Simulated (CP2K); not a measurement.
**PM3 run of C3H6OSi (SMILES O[SiH]1C=CC1)**

What is the vertical ionisation energy of C3H6OSi at PM3? 

The calculation is run with CP2K 2026.2.

1 further run of the same task is left out (set aside as unsound or not needed).

## 1. The structure to begin with

C3H6OSi has 11 atoms, charge 0, and is taken as a singlet. SMILES: `O[SiH]1C=CC1`. Geometry: relaxed at GFN2-xTB. This is one conformer, not always the lowest.

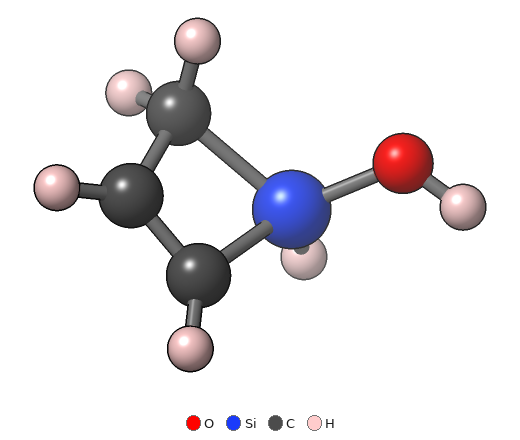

The structure, seen from a chosen angle (oxygen red, silicon blue, carbon dark grey, hydrogen pink).

## 2. Energy and forces at PM3

The input, run.inp:

```
&GLOBAL
 PROJECT run
 RUN_TYPE ENERGY_FORCE
 PRINT_LEVEL MEDIUM
&END GLOBAL

&FORCE_EVAL
 METHOD Quickstep
 &DFT
  &QS
   METHOD PM3
   EPS_DEFAULT 1.0E-10
   &SE
    &COULOMB
     CUTOFF [angstrom] 50
     RC_RANGE [angstrom] 0
    &END COULOMB
    &EXCHANGE
     CUTOFF [angstrom] 50
     RC_RANGE [angstrom] 0
    &END EXCHANGE
   &END SE
  &END QS
  &POISSON
   PERIODIC NONE
   POISSON_SOLVER ANALYTIC
  &END POISSON
  &SCF
   SCF_GUESS ATOMIC
   EPS_SCF 1.0E-07
   MAX_SCF 100
   ADDED_MOS 2
   &DIAGONALIZATION
    ALGORITHM STANDARD
   &END DIAGONALIZATION
   &MIXING
    METHOD DIRECT_P_MIXING
    ALPHA 0.4
   &END MIXING
  &END SCF
  &PRINT
   &MOMENTS
    PERIODIC F
    REFERENCE COM
    MAX_MOMENT 1
   &END MOMENTS
   &MO ON
    ENERGIES T
    OCCUPATION_NUMBERS T
    NDIGITS 6
    &EACH
     QS_SCF 0
    &END EACH
    ADD_LAST NUMERIC
   &END MO
   &HIRSHFELD OFF
   &END HIRSHFELD
  &END PRINT
 &END DFT
 &SUBSYS
  &CELL
   ABC 15.5 16 15.6
   PERIODIC NONE
  &END CELL
  &COORD
   UNIT bohr
   O     -0.5011176     3.7525048     1.7964870
   Si     0.5135331     0.8590506     1.5900156
   C     -1.7080290    -1.7439338     0.5594345
   C     -0.6411841    -1.9761055    -1.7133202
   C      1.4170867    -0.0145131    -1.8105466
   H     -1.3871913     4.3470882     3.2478345
   H      2.2699768     0.2917170     3.6429195
   H     -3.2518974    -2.8483275     1.3026071
   H     -1.0923373    -3.2663349    -3.2291829
   H      1.0966459     1.4148757    -3.2541651
   H      3.2845330    -0.8160404    -2.1320835
  &END COORD
  &TOPOLOGY
   &CENTER_COORDINATES
   &END CENTER_COORDINATES
  &END TOPOLOGY
 &END SUBSYS
 &PRINT
  &FORCES ON
  &END FORCES
 &END PRINT
&END FORCE_EVAL
```

Launch:

```sh
$ OMP_NUM_THREADS=1 cp2k.psmp -i run.inp > run.out 2>&1
```

The log of the run:

```text
CP2K| version string:                                       CP2K version 2026.2
[...]
 GLOBAL| Method name                                                        CP2K
[...]
 GLOBAL| Run type                                                   ENERGY_FORCE
[...]
                             - Atoms:                                         11
[...]
                             - Spherical basis functions:                     26
[...]
 Number of electrons:                                                         28
[...]
     1 P_Mix/Diag. 0.40E+00    0.0     0.74053397       -22.6681051894 -2.27E+01
[...]
    21 DIIS/Diag.  0.42E-07    0.0     0.00000005       -29.9172035767 -3.55E-14
  *** SCF run converged in    21 steps ***
  Core-core repulsion energy [eV]:                           1832.22255471696258
  Core Hamiltonian energy [eV]:                             -1267.70587395179746
  Two-electron integral energy [eV]:                        -2757.21038240935877
  Electronic energy [eV]:                                   -2646.31106515647707
  Total energy [eV]:                                         -814.08851043951438
  Atomic reference energy [eV]:                               812.33066670532401
  Heat of formation [kcal/mol]:                               -40.53684272502670
[...]
 SE_DIPOLE| Moment [Debye]          0.11290944       0.31164600      -0.93539825
 SE_DIPOLE| Derivative [a.u.]       0.00000000       0.00000000       0.00000000
 ENERGY| Total FORCE_EVAL ( QS ) energy [hartree]            -29.917203576670261
 FORCES| Atomic forces [hartree/bohr]
 FORCES|   Atom     x               y               z               |f|
 FORCES|      1 -2.28359567E-02  4.69801014E-02  6.97255841E-03   5.26994062E-02
 FORCES|      2  3.03620787E-03 -3.83040990E-02 -7.07216158E-03   3.90696561E-02
 FORCES|      3 -4.89599160E-03 -2.63148935E-03  9.36087965E-03   1.08867597E-02
 FORCES|      4  7.28787787E-03  1.11499225E-02  4.39769620E-03   1.40276038E-02
 FORCES|      5  1.98530613E-03 -6.88885783E-03 -7.87991471E-03   1.06532088E-02
 FORCES|      6  5.72264065E-03 -5.53092327E-03 -7.26502196E-03   1.07759117E-02
 FORCES|      7  7.32309696E-03 -6.60103993E-03  6.65034201E-03   1.18923726E-02
 FORCES|      8 -1.62446253E-03  8.85937428E-04  2.82547059E-03   3.37743212E-03
 FORCES|      9 -2.94363798E-04 -2.79870452E-03 -5.00199989E-03   5.73928567E-03
 FORCES|     10 -1.01022116E-03  5.32460110E-03 -2.98044769E-03   6.18506201E-03
 FORCES|     11  5.30586627E-03 -1.58544849E-03 -7.40103804E-06   5.53768170E-03
 FORCES| Sum     0.00000000E+00  5.13478149E-16 -2.77555756E-17
 FORCES| Total atomic force                                       5.14227752E-16
[...]
```

It took 0.3 s on 1 thread of Arm Neoverse V1, shared host.

## 3. The doublet cation

The input, mol.inp:

```
&FORCE_EVAL
  METHOD QS
  &DFT
    CHARGE 1
    MULTIPLICITY 2
    UNRESTRICTED_KOHN_SHAM T
    &QS
      METHOD PM3
      EPS_DEFAULT 1.0E-10
      &SE
        &COULOMB
          CUTOFF [angstrom] 50
          RC_RANGE [angstrom] 0
        &END
        &EXCHANGE
          CUTOFF [angstrom] 50
          RC_RANGE [angstrom] 0
        &END
      &END
    &END
    &POISSON
      PERIODIC NONE
      POISSON_SOLVER ANALYTIC
    &END
    &SCF
      SCF_GUESS ATOMIC
      EPS_SCF 1.0E-07
      MAX_SCF 80
      ADDED_MOS 4
      &DIAGONALIZATION
        ALGORITHM STANDARD
      &END
      &MIXING
        METHOD DIRECT_P_MIXING
        ALPHA 0.4
      &END
    &END
    &PRINT
      &MOMENTS
        PERIODIC F
        REFERENCE COM
        MAX_MOMENT 1
      &END
      &MO ON
        ENERGIES T
        OCCUPATION_NUMBERS T
        NDIGITS 6
        &EACH
          QS_SCF 0
        &END
        ADD_LAST NUMERIC
      &END
      &HIRSHFELD OFF
      &END
    &END
  &END
  &SUBSYS
    &CELL
      ABC 15.5 16 15.6
      PERIODIC NONE
    &END
    &COORD
      UNIT bohr
      O     -0.5011176     3.7525048     1.7964870
      Si     0.5135331     0.8590506     1.5900156
      C     -1.7080290    -1.7439338     0.5594345
      C     -0.6411841    -1.9761055    -1.7133202
      C      1.4170867    -0.0145131    -1.8105466
      H     -1.3871913     4.3470882     3.2478345
      H      2.2699768     0.2917170     3.6429195
      H     -3.2518974    -2.8483275     1.3026071
      H     -1.0923373    -3.2663349    -3.2291829
      H      1.0966459     1.4148757    -3.2541651
      H      3.2845330    -0.8160404    -2.1320835
    &END
    &TOPOLOGY
      &CENTER_COORDINATES
      &END
    &END
  &END
  &PRINT
    &FORCES ON
    &END
  &END
&END

&GLOBAL
  PROJECT_NAME mol
  RUN_TYPE ENERGY_FORCE
  PRINT_LEVEL MEDIUM
&END
```

Launch:

```sh
$ OMP_NUM_THREADS=1 cp2k.psmp -i mol.inp > mol.out 2>&1
```

The log of the run:

```text
CP2K| version string:                                       CP2K version 2026.2
[...]
 GLOBAL| Method name                                                        CP2K
[...]
 GLOBAL| Run type                                                   ENERGY_FORCE
[...]
                             - Atoms:                                         11
[...]
                             - Spherical basis functions:                     26
[...]
 Number of electrons:                                                         14
[...]
     1 P_Mix/Diag. 0.40E+00    0.0     0.36768214       -22.2522631222 -2.23E+01
[...]
    38 DIIS/Diag.  0.19E-06    0.0     0.00000009       -29.5828909256 -1.11E-12
  *** SCF run converged in    38 steps ***
  Core-core repulsion energy [eV]:                           1832.22255471696258
  Core Hamiltonian energy [eV]:                             -1240.71992388131548
  Two-electron integral energy [eV]:                        -2792.98806279595192
  Electronic energy [eV]:                                   -2637.21395527929144
  Total energy [eV]:                                         -804.99140056232898
  Atomic reference energy [eV]:                               812.33066670532401
  Heat of formation [kcal/mol]:                               169.24751135102446
[...]
 SE_DIPOLE| Moment [Debye]          1.20683789       3.57056301       0.48793146
 SE_DIPOLE| Derivative [a.u.]       0.00000000       0.00000000       0.00000000
 ENERGY| Total FORCE_EVAL ( QS ) energy [hartree]            -29.582890925570439
 FORCES| Atomic forces [hartree/bohr]
 FORCES|   Atom     x               y               z               |f|
 FORCES|      1 -2.17400114E-02  2.54540080E-02  4.33446638E-03   3.37538474E-02
 FORCES|      2  1.03428336E-02 -3.58439277E-03  2.48474967E-03   1.12247966E-02
 FORCES|      3 -4.78696801E-02  7.25441613E-03  1.01506538E-01   1.12462038E-01
 FORCES|      4  6.98016667E-02  1.47754130E-02 -9.80354416E-02   1.21249880E-01
 FORCES|      5 -2.28707668E-02 -2.79803586E-02  9.88893707E-03   3.74668322E-02
 FORCES|      6  6.60891670E-03 -2.77278269E-04 -6.02093998E-03   8.94462864E-03
 FORCES|      7  4.99726900E-03 -1.08403183E-02  5.28283841E-03   1.30534892E-02
 FORCES|      8 -4.80034263E-03 -4.20644562E-03  3.77797366E-03   7.41691034E-03
 FORCES|      9 -3.08514824E-03 -5.04883623E-03 -1.00185763E-02   1.16353237E-02
 FORCES|     10 -1.57157638E-04  6.28415218E-03 -8.85227500E-03   1.08571654E-02
 FORCES|     11  8.77242077E-03 -1.83035949E-03 -4.34827012E-03   9.96057403E-03
 FORCES| Sum     2.63677968E-16 -2.91433544E-16  5.82867088E-16
 FORCES| Total atomic force                                       7.02989064E-16
[...]
```

It took 0.38 s on 1 thread of Arm Neoverse V1, shared host.

## 4. Summary of results

Level: PM3.

```
                                                  quantity           value
                             singlet C3H6OSi: total energy    -29.91720 Eh
                            singlet C3H6OSi: dipole moment          0.99 D
                              singlet C3H6OSi: HOMO energy        -9.58 eV
                              singlet C3H6OSi: LUMO energy         0.91 eV
                            singlet C3H6OSi: HOMO–LUMO gap        10.49 eV
singlet C3H6OSi: heat of formation at this unrelaxed shape  -40.5 kcal/mol
                 singlet C3H6OSi: largest force on an atom      2.710 eV/Å
                              doublet cation: total energy    -29.58289 Eh
        doublet cation: HOMO energy (highest over α and β)       -14.86 eV
         doublet cation: LUMO energy (lowest over α and β)        -8.59 eV
 doublet cation: heat of formation at this unrelaxed shape  169.2 kcal/mol
                  doublet cation: largest force on an atom      6.235 eV/Å
        vertical ionisation energy (to the doublet cation)        9.097 eV
```

**Reading.** Removing an electron at fixed nuclei costs 9.10 eV (878 kJ/mol). The largest force (singlet C3H6OSi) is 2.71 eV/Å: the shape isn't a stationary point for this species at this level.
